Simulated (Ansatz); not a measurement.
Run report: Si₃NH₉ClF, geometry relaxation (part 1 of 2)

The run: geometry relaxation of Si₃NH₉ClF. Method and program: RKS PBE0-D4/def2-TZVP (Ansatz 0.2.0).

The geometry is a transition state displaced along its imaginary mode. The reaction was set up to form Si1–F7 and Cl2–H6 and to break Si1–Cl2 and H6–F7 (atoms counted from 1 in the order of the input); sticks are drawn by distance alone. Figures and captions count atoms from 1; the log counts them from 0 in places.

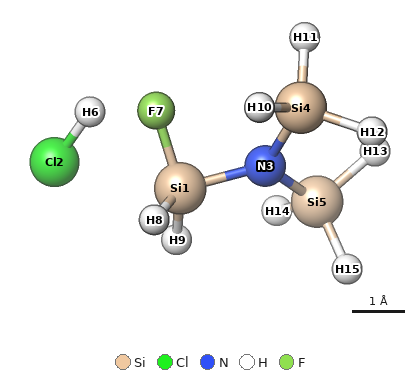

The input geometry (ball-and-stick view, seen at a tilt; atoms are numbered from 1 in the order of the input). Bond lengths as drawn: Cl–H 1.35 Å, F–Si 1.60 Å, H–Si 1.45 to 1.51 Å and N–Si 1.71 to 1.75 Å.

Input file:
```yaml
crystal:
  periodic: [false, false, false]
  atoms:
    - {symbol: Si, position_ang: [0.563743, 1.052339, 0.571577]}
    - {symbol: Cl, position_ang: [3.178426, 1.640671, 1.079967]}
    - {symbol: N, position_ang: [-0.383154, -0.123643, -0.222723]}
    - {symbol: Si, position_ang: [-1.218364, -1.312563, 0.745780]}
    - {symbol: Si, position_ang: [-0.579974, -0.133160, -1.948917]}
    - {symbol: H, position_ang: [2.600538, 0.535863, 1.601143]}
    - {symbol: F, position_ang: [1.196751, -0.006868, 1.594961]}
    - {symbol: H, position_ang: [-0.004349, 1.954610, 1.556588]}
    - {symbol: H, position_ang: [0.989585, 1.829576, -0.648349]}
    - {symbol: H, position_ang: [-1.386461, -0.803829, 2.115678]}
    - {symbol: H, position_ang: [-0.488306, -2.596644, 0.755049]}
    - {symbol: H, position_ang: [-2.547746, -1.525622, 0.123680]}
    - {symbol: H, position_ang: [-0.945268, -1.540254, -2.323520]}
    - {symbol: H, position_ang: [0.695852, 0.253021, -2.612636]}
    - {symbol: H, position_ang: [-1.671271, 0.776504, -2.388279]}
basis:
  gaussian: {orbitals: def2-TZVP}
hamiltonian: {xc: pbe0, dispersion: d4}
relax: {f_tol: 0.005, max_steps: 200}
```

Run on 4 CPU threads, shared host.

Launch command:
```bash
ansatz run in.yaml --threads 4 --pin off --events-out ev --progress --plain --max-ram 66560MiB --backend cuda --devices 0, --max-vram 37GiB
```

What the program printed:
```
Functional definition: PBE0
  name "PBE0"
  cite "Adamo & Barone, J. Chem. Phys. 110, 6158 (1999) doi:10.1063/1.478522"
  cite "Perdew, Burke & Ernzerhof, Phys. Rev. Lett. 77, 3865 (1996) doi:10.1103/PhysRevLett.77.3865"
  parent pbe
  parameter a = 0.25
  parameter kappa = 0.804
  parameter beta = 0.06672455060314922
  exchange = (1 - a)*pbe_x(kappa = kappa, mu = beta*pi^2/3) + a*exact_x
  correlation = pbe_c(beta = beta)
1779 factors; their error is unknown
mean field evaluation 1: about -40488.3480 eV, gradient 6.5e1 eV
mean field evaluation 2: about -40472.3332 eV, gradient 1.0e2 eV
mean field evaluation 4: about -40495.7409 eV, gradient 5.8e0 eV
mean field evaluation 8: about -40495.7899 eV, gradient 3.7e-1 eV
mean field evaluation 16: about -40495.9402 eV, gradient 1.3e-4 eV
mean field -40495.94015390 eV, -1488.1983515216 hartree, gradient 3.4e-5 eV, S^2 0.000000; 0 other end points of the search recorded, 0 dependent functions left out
the calculation of the forces begins
reference -40495.94019595 eV, -1488.1983530669 hartree; 42, 42 occupied and 222, 222 virtual orbitals, 1779 factors
relax step   1: F+E_penalty+E_count = -40496.32719905 eV  Δ(F+E_penalty+E_count) = +0.000e0 eV  max|allowed force component| = 1.837e0 eV/Å  Δτ_max = 0.0000 Å  (28 SCF iters, accepted)
these checks for a lower state are left out or cut short: starts, cluster_reference, orbital_swaps, neighbouring_geometries, increment
1779 factors; their error is unknown
mean field -40496.36151240 eV, -1488.2138361611 hartree, gradient 9.2e-6 eV, S^2 0.000000; 0 other end points of the search recorded, 0 dependent functions left out
[... from here on the field's lines of each further geometry are left out, up to the last ...]
relax step   2: F+E_penalty+E_count = -40496.73979295 eV  Δ(F+E_penalty+E_count) = -4.126e-1 eV  max|allowed force component| = 1.085e0 eV/Å  Δτ_max = 0.1949 Å  (31 SCF iters, accepted)
relax step   3: F+E_penalty+E_count = -40497.10128271 eV  Δ(F+E_penalty+E_count) = -3.615e-1 eV  max|allowed force component| = 5.083e-1 eV/Å  Δτ_max = 0.1927 Å  (30 SCF iters, accepted)
relax step   4: F+E_penalty+E_count = -40497.29076057 eV  Δ(F+E_penalty+E_count) = -1.895e-1 eV  max|allowed force component| = 5.431e-1 eV/Å  Δτ_max = 0.1950 Å  (29 SCF iters, accepted)
relax step   5: F+E_penalty+E_count = -40497.38239997 eV  Δ(F+E_penalty+E_count) = -9.164e-2 eV  max|allowed force component| = 3.910e-1 eV/Å  Δτ_max = 0.1948 Å  (29 SCF iters, accepted)
relax step   6: F+E_penalty+E_count = -40497.42312901 eV  Δ(F+E_penalty+E_count) = -4.073e-2 eV  max|allowed force component| = 2.571e-1 eV/Å  Δτ_max = 0.2000 Å  (30 SCF iters, accepted)
relax step   7: F+E_penalty+E_count = -40497.44251353 eV  Δ(F+E_penalty+E_count) = -1.938e-2 eV  max|allowed force component| = 1.923e-1 eV/Å  Δτ_max = 0.2000 Å  (29 SCF iters, accepted)
relax step   8: F+E_penalty+E_count = -40497.44854993 eV  Δ(F+E_penalty+E_count) = -6.036e-3 eV  max|allowed force component| = 5.810e-1 eV/Å  Δτ_max = 0.1950 Å  (30 SCF iters, accepted)
relax step   9: F+E_penalty+E_count = -40497.46237796 eV  Δ(F+E_penalty+E_count) = -1.383e-2 eV  max|allowed force component| = 1.601e-1 eV/Å  Δτ_max = 0.1108 Å  (29 SCF iters, accepted)
relax step  10: F+E_penalty+E_count = -40497.46730940 eV  Δ(F+E_penalty+E_count) = -4.931e-3 eV  max|allowed force component| = 9.873e-2 eV/Å  Δτ_max = 0.0646 Å  (29 SCF iters, accepted)
relax step  11: F+E_penalty+E_count = -40497.47076062 eV  Δ(F+E_penalty+E_count) = -3.451e-3 eV  max|allowed force component| = 2.595e-1 eV/Å  Δτ_max = 0.1432 Å  (29 SCF iters, accepted)
relax step  12: F+E_penalty+E_count = -40497.47426630 eV  Δ(F+E_penalty+E_count) = -3.506e-3 eV  max|allowed force component| = 6.682e-2 eV/Å  Δτ_max = 0.0429 Å  (30 SCF iters, accepted)
relax step  13: F+E_penalty+E_count = -40497.47618201 eV  Δ(F+E_penalty+E_count) = -1.916e-3 eV  max|allowed force component| = 2.538e-2 eV/Å  Δτ_max = 0.0503 Å  (29 SCF iters, accepted)
relax step  14: F+E_penalty+E_count = -40497.47710123 eV  Δ(F+E_penalty+E_count) = -9.192e-4 eV  max|allowed force component| = 4.086e-2 eV/Å  Δτ_max = 0.0974 Å  (29 SCF iters, accepted)
relax step  15: F+E_penalty+E_count = -40497.47743741 eV  Δ(F+E_penalty+E_count) = -3.362e-4 eV  max|allowed force component| = 4.476e-2 eV/Å  Δτ_max = 0.0462 Å  (29 SCF iters, accepted)
relax step  16: F+E_penalty+E_count = -40497.47774802 eV  Δ(F+E_penalty+E_count) = -3.106e-4 eV  max|allowed force component| = 3.283e-2 eV/Å  Δτ_max = 0.0302 Å  (31 SCF iters, accepted)
relax step  17: F+E_penalty+E_count = -40497.47838592 eV  Δ(F+E_penalty+E_count) = -6.379e-4 eV  max|allowed force component| = 2.993e-2 eV/Å  Δτ_max = 0.1053 Å  (29 SCF iters, accepted)
relax step  18: F+E_penalty+E_count = -40497.47899495 eV  Δ(F+E_penalty+E_count) = -6.090e-4 eV  max|allowed force component| = 1.621e-1 eV/Å  Δτ_max = 0.1936 Å  (29 SCF iters, accepted)
relax step  19: F+E_penalty+E_count = -40497.47994168 eV  Δ(F+E_penalty+E_count) = -9.467e-4 eV  max|allowed force component| = 6.566e-2 eV/Å  Δτ_max = 0.0814 Å  (29 SCF iters, accepted)
relax step  20: F+E_penalty+E_count = -40497.48154350 eV  Δ(F+E_penalty+E_count) = -1.602e-3 eV  max|allowed force component| = 6.204e-2 eV/Å  Δτ_max = 0.1870 Å  (29 SCF iters, accepted)
relax step  21: F+E_penalty+E_count = -40497.48179640 eV  Δ(F+E_penalty+E_count) = -2.529e-4 eV  max|allowed force component| = 3.360e-1 eV/Å  Δτ_max = 0.1935 Å  (29 SCF iters, accepted)
relax step  22: F+E_penalty+E_count = -40497.48505461 eV  Δ(F+E_penalty+E_count) = -3.258e-3 eV  max|allowed force component| = 1.092e-1 eV/Å  Δτ_max = 0.0665 Å  (30 SCF iters, accepted)
relax step  23: F+E_penalty+E_count = -40497.48648058 eV  Δ(F+E_penalty+E_count) = -1.426e-3 eV  max|allowed force component| = 4.576e-2 eV/Å  Δτ_max = 0.0527 Å  (30 SCF iters, accepted)
relax step  24: F+E_penalty+E_count = -40497.48949952 eV  Δ(F+E_penalty+E_count) = -3.019e-3 eV  max|allowed force component| = 7.629e-2 eV/Å  Δτ_max = 0.1961 Å  (29 SCF iters, accepted)
relax step  25: F+E_penalty+E_count = -40497.49169347 eV  Δ(F+E_penalty+E_count) = -2.194e-3 eV  max|allowed force component| = 1.780e-1 eV/Å  Δτ_max = 0.1944 Å  (30 SCF iters, accepted)
relax step  26: F+E_penalty+E_count = -40497.49376499 eV  Δ(F+E_penalty+E_count) = -2.072e-3 eV  max|allowed force component| = 9.852e-2 eV/Å  Δτ_max = 0.1969 Å  (29 SCF iters, accepted)
relax step  27: F+E_penalty+E_count = -40497.49407759 eV  Δ(F+E_penalty+E_count) = -3.126e-4 eV  max|allowed force component| = 1.816e-1 eV/Å  Δτ_max = 0.1249 Å  (30 SCF iters, accepted)
relax step  28: F+E_penalty+E_count = -40497.49611480 eV  Δ(F+E_penalty+E_count) = -2.037e-3 eV  max|allowed force component| = 1.108e-2 eV/Å  Δτ_max = 0.0471 Å  (30 SCF iters, accepted)
relax step  29: F+E_penalty+E_count = -40497.49518721 eV  Δ(F+E_penalty+E_count) = +9.276e-4 eV  max|allowed force component| = 6.509e-2 eV/Å  Δτ_max = 0.0126 Å  (30 SCF iters, rejected (line search))
relax step  30: F+E_penalty+E_count = -40497.49622308 eV  Δ(F+E_penalty+E_count) = -1.083e-4 eV  max|allowed force component| = 4.357e-3 eV/Å  Δτ_max = 0.0061 Å  (23 SCF iters, accepted)
relax step  31: F+E_penalty+E_count = -40497.49717776 eV  Δ(F+E_penalty+E_count) = -9.547e-4 eV  max|allowed force component| = 2.229e-2 eV/Å  Δτ_max = 0.0974 Å  (29 SCF iters, accepted)
relax step  32: F+E_penalty+E_count = -40497.49816100 eV  Δ(F+E_penalty+E_count) = -9.832e-4 eV  max|allowed force component| = 1.005e-1 eV/Å  Δτ_max = 0.1467 Å  (30 SCF iters, accepted)
relax step  33: F+E_penalty+E_count = -40497.49892228 eV  Δ(F+E_penalty+E_count) = -7.613e-4 eV  max|allowed force component| = 1.197e-1 eV/Å  Δτ_max = 0.0926 Å  (29 SCF iters, accepted)
relax step  34: F+E_penalty+E_count = -40497.50017125 eV  Δ(F+E_penalty+E_count) = -1.249e-3 eV  max|allowed force component| = 1.820e-1 eV/Å  Δτ_max = 0.1442 Å  (29 SCF iters, accepted)
relax step  35: F+E_penalty+E_count = -40497.50119154 eV  Δ(F+E_penalty+E_count) = -1.020e-3 eV  max|allowed force component| = 1.863e-1 eV/Å  Δτ_max = 0.0929 Å  (29 SCF iters, accepted)
relax step  36: F+E_penalty+E_count = -40497.50272059 eV  Δ(F+E_penalty+E_count) = -1.529e-3 eV  max|allowed force component| = 1.937e-1 eV/Å  Δτ_max = 0.0944 Å  (30 SCF iters, accepted)
relax step  37: F+E_penalty+E_count = -40497.50647318 eV  Δ(F+E_penalty+E_count) = -3.753e-3 eV  max|allowed force component| = 1.406e-1 eV/Å  Δτ_max = 0.1946 Å  (30 SCF iters, accepted)
relax step  38: F+E_penalty+E_count = -40497.51019348 eV  Δ(F+E_penalty+E_count) = -3.720e-3 eV  max|allowed force component| = 1.470e-1 eV/Å  Δτ_max = 0.1943 Å  (30 SCF iters, accepted)
relax step  39: F+E_penalty+E_count = -40497.51386784 eV  Δ(F+E_penalty+E_count) = -3.674e-3 eV  max|allowed force component| = 1.758e-1 eV/Å  Δτ_max = 0.1914 Å  (29 SCF iters, accepted)
relax step  40: F+E_penalty+E_count = -40497.51800926 eV  Δ(F+E_penalty+E_count) = -4.141e-3 eV  max|allowed force component| = 2.235e-1 eV/Å  Δτ_max = 0.1950 Å  (29 SCF iters, accepted)
relax step  41: F+E_penalty+E_count = -40497.52374620 eV  Δ(F+E_penalty+E_count) = -5.737e-3 eV  max|allowed force component| = 2.049e-1 eV/Å  Δτ_max = 0.1940 Å  (30 SCF iters, accepted)
relax step  42: F+E_penalty+E_count = -40497.52908768 eV  Δ(F+E_penalty+E_count) = -5.341e-3 eV  max|allowed force component| = 1.680e-1 eV/Å  Δτ_max = 0.1953 Å  (29 SCF iters, accepted)
relax step  43: F+E_penalty+E_count = -40497.52896423 eV  Δ(F+E_penalty+E_count) = +1.234e-4 eV  max|allowed force component| = 3.545e-1 eV/Å  Δτ_max = 0.1946 Å  (29 SCF iters, rejected (line search))
relax step  44: F+E_penalty+E_count = -40497.52916352 eV  Δ(F+E_penalty+E_count) = -7.584e-5 eV  max|allowed force component| = 1.674e-1 eV/Å  Δτ_max = 0.0973 Å  (29 SCF iters, accepted)
relax step  45: F+E_penalty+E_count = -40497.53377409 eV  Δ(F+E_penalty+E_count) = -4.611e-3 eV  max|allowed force component| = 2.707e-2 eV/Å  Δτ_max = 0.0530 Å  (30 SCF iters, accepted)
relax step  46: F+E_penalty+E_count = -40497.53432920 eV  Δ(F+E_penalty+E_count) = -5.551e-4 eV  max|allowed force component| = 2.398e-2 eV/Å  Δτ_max = 0.0321 Å  (30 SCF iters, accepted)
relax step  47: F+E_penalty+E_count = -40497.53449577 eV  Δ(F+E_penalty+E_count) = -1.666e-4 eV  max|allowed force component| = 1.766e-2 eV/Å  Δτ_max = 0.0774 Å  (29 SCF iters, accepted)
relax step  48: F+E_penalty+E_count = -40497.53465397 eV  Δ(F+E_penalty+E_count) = -1.582e-4 eV  max|allowed force component| = 1.796e-2 eV/Å  Δτ_max = 0.0338 Å  (30 SCF iters, accepted)
relax step  49: F+E_penalty+E_count = -40497.53474219 eV  Δ(F+E_penalty+E_count) = -8.822e-5 eV  max|allowed force component| = 5.617e-3 eV/Å  Δτ_max = 0.0113 Å  (31 SCF iters, accepted)
relax step  50: F+E_penalty+E_count = -40497.53486926 eV  Δ(F+E_penalty+E_count) = -1.271e-4 eV  max|allowed force component| = 2.134e-2 eV/Å  Δτ_max = 0.0444 Å  (29 SCF iters, accepted)
relax step  51: F+E_penalty+E_count = -40497.53491838 eV  Δ(F+E_penalty+E_count) = -4.912e-5 eV  max|allowed force component| = 5.282e-3 eV/Å  Δτ_max = 0.0140 Å  (31 SCF iters, accepted)
relax step  52: F+E_penalty+E_count = -40497.53494131 eV  Δ(F+E_penalty+E_count) = -2.294e-5 eV  max|allowed force component| = 5.089e-3 eV/Å  Δτ_max = 0.0082 Å  (24 SCF iters, accepted)
relax step  53: F+E_penalty+E_count = -40497.53496451 eV  Δ(F+E_penalty+E_count) = -2.320e-5 eV  max|allowed force component| = 8.653e-3 eV/Å  Δτ_max = 0.0091 Å  (24 SCF iters, accepted)
relax step  54: F+E_penalty+E_count = -40497.53498348 eV  Δ(F+E_penalty+E_count) = -1.897e-5 eV  max|allowed force component| = 6.463e-3 eV/Å  Δτ_max = 0.0143 Å  (31 SCF iters, accepted)
relax step  55: F+E_penalty+E_count = -40497.53499645 eV  Δ(F+E_penalty+E_count) = -1.297e-5 eV  max|allowed force component| = 5.840e-3 eV/Å  Δτ_max = 0.0140 Å  (31 SCF iters, accepted)
the calculation of the forces begins
reference -40497.14290661 eV, -1488.2425518684 hartree; 42, 42 occupied and 222, 222 virtual orbitals, 1779 factors
relax step  56: F+E_penalty+E_count = -40497.53500371 eV  Δ(F+E_penalty+E_count) = -7.256e-6 eV  max|allowed force component| = 4.742e-3 eV/Å  Δτ_max = 0.0047 Å  (23 SCF iters, accepted)
1779 factors; their error is unknown
mean field evaluation 416: about -40497.1429 eV, gradient 1.0e-4 eV
```
